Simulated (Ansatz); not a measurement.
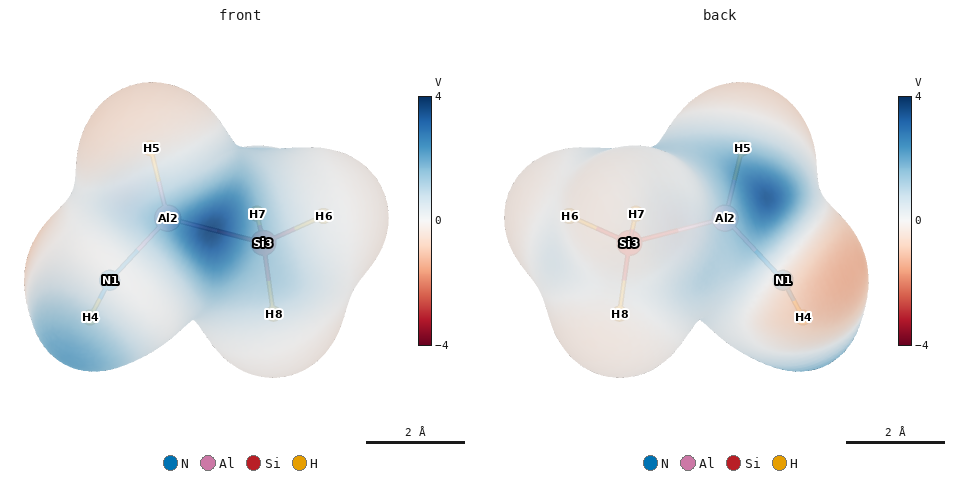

*AlH$_{5}$NSi (doublet). The electrostatic potential painted on the density surface at 0.002 e/bohr³, seen from the front and from behind; red is negative and blue positive.*

Level of theory: UHF/6-31G* in Ansatz.

```xyz
8

N    -1.5337    0.8343   -1.3237
Al    0.0941    0.9764   -0.6414
Si    0.9028   -0.7912    0.8847
H    -2.5187    0.9814   -1.3538
H     0.9777    2.1818   -1.1635
H     1.5908   -0.2016    2.0580
H     1.8777   -1.6798    0.2087
H    -0.1978   -1.6404    1.3946
```

Q: Which sites attract a positive test charge, and which a negative one?

A: A positive charge is drawn to the negative regions and a negative charge to the positive ones. The most negative region (about −1.3 V, or −30 kcal/mol for a unit charge) lies over N1, the most positive (about +3.4 V, or +78 kcal/mol for a unit charge) over Al2. N1 is the likeliest acceptor of a hydrogen bond.
